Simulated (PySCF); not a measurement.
# C3H9ClSSi2: the cost of one run

Computed with PySCF 2.14.0, with density-fitted response routines of our own, on a single molecule in the gas phase. Atoms count from 0, in the outputs and in this text.

### Step 1. Starting geometry

16 atoms, charge 0, multiplicity 1; geometry from: GFN2-xTB.

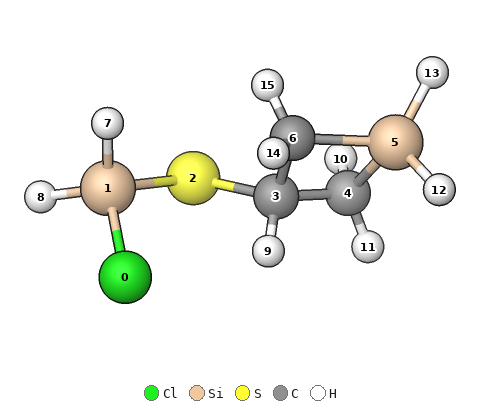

As it starts; chlorine green, silicon light orange, sulfur yellow, carbon grey, hydrogen white, atoms numbered.

### Step 2. Ultraviolet spectrum: wB97X-D/def2-SVPD

What the job is given:

```
{"job": {"kind": "uv", "xc": "wB97X-D", "basis": "def2-SVPD", "nstates": 8, "ntriplets": 3}, "charge": 0, "multiplicity": 1}
Cl     2.779206     0.926571     1.771352
Si     2.892709     0.023723    -0.030283
S      1.264666     0.613640    -1.276169
C     -0.145301     0.513557    -0.096144
C     -1.485764     0.895580    -0.733077
Si    -2.337702    -0.538575     0.202045
C     -0.468681    -0.900605     0.397324
H      2.850484    -1.412913     0.205471
H      4.074334     0.460179    -0.746073
H      0.100736     1.178488     0.731217
H     -1.456661     0.743965    -1.810355
H     -1.781759     1.925971    -0.554298
H     -3.007840    -0.148925     1.441443
H     -3.123778    -1.486772    -0.580708
H     -0.049912    -1.134177     1.373838
H     -0.112335    -1.650765    -0.306990
```

With the program's defaults for keys left out, this is: TDDFT wB97X-D/def2-SVPD, vertical, gas phase, core orbitals frozen in the response.

On the command line:

```console
> OMP_NUM_THREADS=1 python probes_run.py task.json out
```

The driver reads the jobs from task.json and runs them one after another.

**Question.** How long does this job take on 1 thread of Arm Neoverse V2, shared host, and how much memory does it need?

About 71 s, with a peak of 0.99 GiB.
